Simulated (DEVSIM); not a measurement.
System: Schottky contact on n-type Si, at 250 K.

| layer (left to right) | material | thickness (μm) | Nd (cm⁻³) | τn (s) | τp (s) |
|---|---|---|---|---|---|
| 1 | Si | 15.0 | 2.9e15 | 8.7e-7 | 8.7e-7 |

Left contact: Schottky, work function 4.74 eV, emission velocity 4.2e6 cm/s. Right contact: ohmic. Voltage is applied to the left contact. Recombination: SRH at mid-gap. Mobility is μmin + (μ − μmin)/(1 + (N/Nref)^α).

The device is made up for the run: typed textbook-type constants, with dimensions and the other settings drawn at random. Values at 300 K; Nc and Nv go as T^1.5, mobilities as T to minus their exponent, the gap by Varshni's rule with the affinity fixed.

| parameter | Si |
|---|---|
| gap (eV) | 1.124 |
| affinity (eV) | 4.05 |
| permittivity | 11.7 |
| Nc (cm⁻³) | 2.86e19 |
| Nv (cm⁻³) | 3.1e19 |
| μn (cm²/Vs) | 1417 |
| μp (cm²/Vs) | 470 |
| μn,min | 52 |
| μp,min | 45 |
| Nref,n | 9.7e16 |
| Nref,p | 2.2e17 |
| αn | 0.68 |
| αp | 0.72 |
| T exponent of μn | 2.3 |
| T exponent of μp | 2.2 |
| Varshni α (eV/K) | 0.000473 |
| Varshni β (K) | 636 |

DEVSIM, 1D drift-diffusion, Boltzmann statistics, complete ionisation; no tunnelling, impact ionisation, image-force lowering or self-heating. Metal contacts follow the ideal Schottky-Mott rule: no Fermi-level pinning, no interface dipoles.

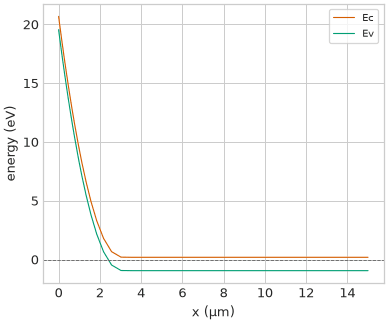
Figure: Band edges at -20.0 V on the left contact

Energies count from the Fermi level of the right contact; mesh points crowd at the junctions.

```tsv
x (μm)	Ec (eV)	Ev (eV)	n (cm⁻³)	p (cm⁻³)	field (V/cm)
0.000	20.690	19.554	4100	2.4e10	-140000
0.01516	20.485	19.349	4200	1800000	-130000
0.04251	20.118	18.982	4200	130	-130000
0.08443	19.562	18.425	4300	130	-130000
0.1926	18.162	17.026	4400	130	-130000
0.3291	16.473	15.337	4700	130	-120000
0.5513	13.899	12.763	5100	130	-110000
1.125	8.279	7.143	6700	120	-85000
1.849	3.299	2.163	11000	100	-53000
3.027	0.204	-0.932	1.7e15	< 1e2	-1900
5.154	0.192	-0.944	2.9e15	< 1e2	≈ 0
9.130	0.192	-0.944	2.9e15	< 1e2	≈ 0
11.55	0.192	-0.944	2.9e15	< 1e2	≈ 0
12.89	0.192	-0.944	2.9e15	< 1e2	≈ 0
13.91	0.192	-0.944	2.9e15	< 1e2	≈ 0
14.37	0.192	-0.944	2.9e15	< 1e2	≈ 0
14.62	0.192	-0.944	2.9e15	< 1e2	≈ 0
14.78	0.192	-0.944	2.9e15	< 1e2	≈ 0
14.90	0.192	-0.944	2.9e15	< 1e2	≈ 0
14.95	0.192	-0.944	2.9e15	< 1e2	≈ 0
14.98	0.192	-0.944	2.9e15	< 1e2	≈ 0
15.00	0.192	-0.944	2.9e15	< 1e2	≈ 0
```
